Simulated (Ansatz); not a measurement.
# [SiF5]− (SMILES F[Si-](F)(F)(F)F): r2SCAN/6-31G(d) (spherical functions)

Aim: the vertical singlet–triplet gap of [SiF5]− at r2SCAN/6-31G* (spherical functions), from 2 runs. 

The calculation is run with Ansatz 0.2.0.

16 further runs of the same task are left out: 14 that didn't finish, 2 set aside as unsound or not needed. Runs told in other sessions of the task aren't counted.

**1. The molecule**

[SiF5]− has 6 atoms, charge -1, and is taken as a singlet. SMILES: `F[Si-](F)(F)(F)F`. The shape is that of a PBE0-D4/def2-TZVPD optimisation.

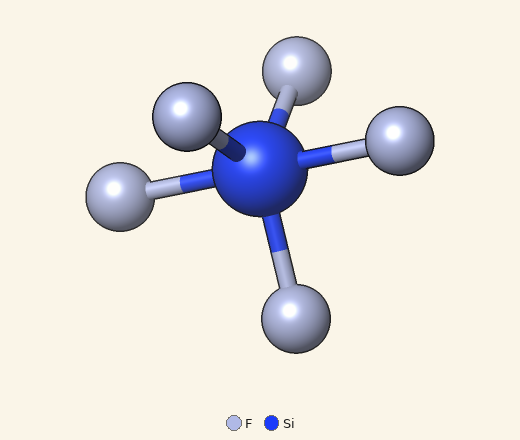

Viewed from a chosen angle; fluorine light blue, silicon blue.

**2. The energy at r2SCAN/6-31G(d) (spherical functions)**

Contents of molecule.yaml:

```yaml
crystal:
  periodic: [false, false, false]
  atoms:
    - {symbol: F, position_ang: [-0.716900, -1.106000, 1.023500]}
    - {symbol: Si, position_ang: [-0.000000, -0.000000, -0.000000]}
    - {symbol: F, position_ang: [-1.466700, 0.583500, -0.396400]}
    - {symbol: F, position_ang: [0.651500, -1.218400, -0.860200]}
    - {symbol: F, position_ang: [0.716500, 1.105800, -1.024000]}
    - {symbol: F, position_ang: [0.815500, 0.635100, 1.257000]}
basis:
  gaussian: {orbitals: 6-31G_st_-spherical.json}
magnetization: {spin_polarized: false}
accuracy: high
hamiltonian: {xc: r2scan}
output: {orbitals: {seedname: orbitals}}
total_charge: -1
```

The basis set 6-31G* is read from a file made from the Basis Set Exchange's data (not shown).

Launch:

```bash
ansatz run molecule.yaml --threads 1 --pin off --max-ram 3480MiB --events-out events.jsonl --progress --plain --runs-dir runs
```

The log of the run:

```text
Warning: RAYON_NUM_THREADS=1 ignored (pool sized by the plan → 1); use --threads N
Functional definition: r2SCAN
  name "r2SCAN"
  parameter k0 = 0.174
  parameter k1 = 0.065
  parameter a1 = 4.9479
  exchange = r2scan_x(k0 = k0, k1 = k1, a1 = a1)
  correlation = r2scan_c
1915 factors; integrals over basis functions are off by at most 3.6e-9 eV
mean field evaluation 1: about -21463.1751 eV, gradient 3.0e1 eV
mean field evaluation 2: about -21461.8335 eV, gradient 4.2e1 eV
mean field evaluation 4: about -21464.4463 eV, gradient 8.2e-1 eV
mean field evaluation 8: about -21464.4493 eV, gradient 1.8e-3 eV
mean field evaluation 16: about -21464.4493 eV, gradient 7.1e-8 eV
mean field -21464.44931973 eV, -788.8039633738 hartree, gradient 7.4e-8 eV, S^2 0.000000; 0 other end points of the search recorded, 0 dependent functions left out
reference -21464.44932059 eV, -788.8039634055 hartree; 30, 30 occupied and 58, 58 virtual orbitals, 1915 factors
Total energy: -21464.44932059 eV, -788.8039634055 hartree
```

Run time: 14 s. Hardware: 1 thread of Arm Neoverse V1, shared host; peak memory 0.28 GiB.

**3. The triplet, same level**

Contents of run.yaml:

```yaml
crystal:
  periodic: [false, false, false]
  atoms:
    - symbol: F
      position_ang: [-0.716900, -1.106000, 1.023500]
    - symbol: Si
      position_ang: [-0.000000, -0.000000, -0.000000]
    - symbol: F
      position_ang: [-1.466700, 0.583500, -0.396400]
    - symbol: F
      position_ang: [0.651500, -1.218400, -0.860200]
    - symbol: F
      position_ang: [0.716500, 1.105800, -1.024000]
    - symbol: F
      position_ang: [0.815500, 0.635100, 1.257000]
basis:
  gaussian:
    orbitals: 6-31G_st_-spherical.json
total_charge: -1
magnetization:
  spin_polarized: true
  initial_magnetization: 2
hamiltonian:
  xc: r2scan
accuracy: high
output:
  orbitals: {seedname: orbitals}
```

The basis set 6-31G* is read from a file made from the Basis Set Exchange's data (not shown).

Launch:

```bash
ansatz run run.yaml --threads 1 --pin off --max-ram 3480MiB --events-out events.jsonl --progress --plain --runs-dir runs
```

The log of the run:

```text
Warning: RAYON_NUM_THREADS=1 ignored (pool sized by the plan → 1); use --threads N
[... 7 set-up lines as earlier in the session ...]
1915 factors; integrals over basis functions are off by at most 3.6e-9 eV
mean field evaluation 1: about -21454.0190 eV, gradient 1.3e1 eV
mean field evaluation 2: about -21448.7001 eV, gradient 3.9e1 eV
mean field evaluation 4: about -21452.7909 eV, gradient 2.0e1 eV
mean field evaluation 8: about -21454.6391 eV, gradient 1.0e0 eV
mean field evaluation 16: about -21454.6495 eV, gradient 2.2e-2 eV
mean field evaluation 32: about -21454.6495 eV, gradient 1.7e-6 eV
mean field evaluation 64: about -21454.6490 eV, gradient 2.4e-1 eV
mean field evaluation 96: about -21454.4994 eV, gradient 1.3e0 eV
mean field evaluation 128: about -21454.5995 eV, gradient 2.0e0 eV
mean field -21454.64946298 eV, -788.4438252809 hartree, gradient 1.7e-8 eV, S^2 2.002530; 10 other end points of the search recorded, 0 dependent functions left out
reference -21454.64946547 eV, -788.4438253723 hartree; 31, 29 occupied and 57, 59 virtual orbitals, 1915 factors
Total energy: -21454.64946547 eV, -788.4438253723 hartree
```

Wall time 2.2 min (1 thread of Arm Neoverse V1, shared host); peak memory 0.46 GiB.

**4. What came out**

Level: r2SCAN/6-31G* (spherical functions).

```
                                                      quantity          value
                                         singlet: total energy  -788.80396 Eh
                                          singlet: HOMO energy       -2.47 eV
                                          singlet: LUMO energy        7.58 eV
singlet: HOMO–LUMO gap (to an unbound level, set by the basis)       10.05 eV
                                         triplet: total energy  -788.44383 Eh
                   triplet: HOMO energy (highest over α and β)        6.38 eV
                                                 triplet: ⟨S²⟩          2.003
              vertical energy of the triplet above the singlet       9.800 eV
```

What this shows: At this shape the triplet lies 9.80 eV (226 kcal/mol) above the singlet. For an anion a state so high probably lies above electron detachment. The HOMO (triplet) lies at positive energy, 6.38 eV, from the functional's self-interaction, a short basis or an electron that isn't bound; only total energies against the neutral tell.
